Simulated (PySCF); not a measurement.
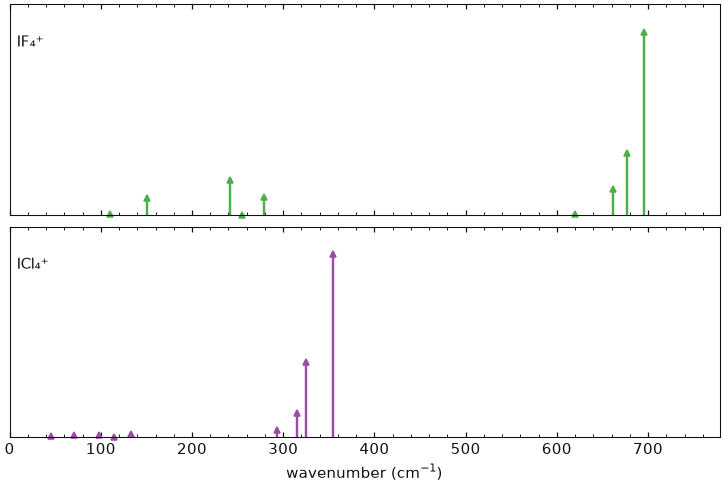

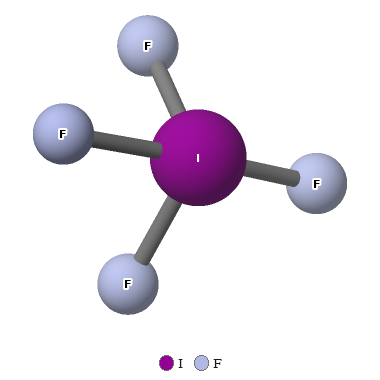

Harmonic infrared lines of IF₄⁺ and ICl₄⁺, all C2v singlets, each the lowest point that its search found (IF₄⁺ is drawn); the ligand atom changes down one group of the periodic table. PBE/def2-SVP (core potentials past Kr), PySCF 2.14.0, unscaled, no spin-orbit coupling; each panel is scaled to its strongest line, degenerate modes are one line with their intensities summed, and dots on the axis are modes too weak to show or inactive.

Question: How do the bond length and the stretches change along the series?

Answer: Mean bond length: IF₄⁺ 1.904, ICl₄⁺ 2.413 Å, rising down the group. Highest b1 mode: IF₄⁺ 695, ICl₄⁺ 354 cm⁻¹, falling down the group.

Limits of at least one run: double-zeta basis on some or all atoms.
